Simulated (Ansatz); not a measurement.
## BaZrO3, pressure series

The parent structure is BaZrO$_{3}$ in the cubic perovskite structure (space group Pm-3m, No. 221; a = 4.1807 Å).

Cell and atoms are relaxed at each pressure.

The values are results of Kohn–Sham DFT with the PBEsol functional, run in Ansatz (a quantum-chemistry and plane-wave program) with PAW and 420 eV plane waves, no SOC, earlier PAW set, not measurements.

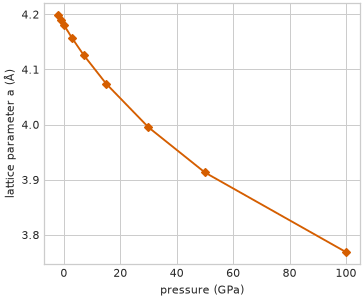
*Lattice parameter a against pressure*

From the plot, what is the lattice parameter a for pressure 7 GPa?

About 4.13 Å.

Is the trend monotonic over the range shown?

Yes, it falls throughout, spanning 3.769 Å to 4.198 Å.

Load acts through the strain it causes; cell and atoms are relaxed under it. Whether these cells are dynamically stable was not tested. Competing high-pressure phases were not computed.
